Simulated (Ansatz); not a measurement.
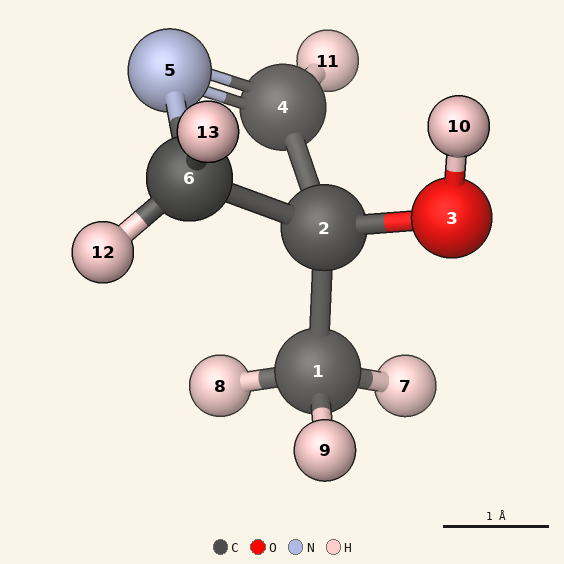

Orthographic view. Distant atoms are faded towards the background colour. The geometry was computed by an optimisation with PBE0-D4/def2-TZVP. No frequency run is at hand to confirm it as a minimum.

Give the geometry as a Z-matrix, atoms in numerical order, with these reference atoms: 2 to 1; 3 to 2, 1; 4 to 2, 3, 1; 5 to 4, 2, 3; 6 to 5, 4, 2; 7 to 1, 2, 3; 8 to 1, 7, 2; 9 to 1, 8, 7; 10 to 3, 2, 1; 11 to 4, 5, 6; 12 to 6, 5, 4; 13 to 6, 12, 5.

```
C  
C    1   1.507
O    2   1.404   1   107.3
C    2   1.514   3   117.7   1  -133.1
N    4   1.279   2    99.2   3  -118.8
C    5   1.488   4    91.5   2     2.4
H    1   1.092   2   110.2   3   -59.7
H    1   1.091   7   108.9   2   121.8
H    1   1.092   8   108.9   7  -117.9
H    3   0.962   2   108.9   1   179.3
H    4   1.091   5   126.5   6  -179.0
H    6   1.093   5   113.4   4  -121.7
H    6   1.093  12   109.3   5   126.1
```
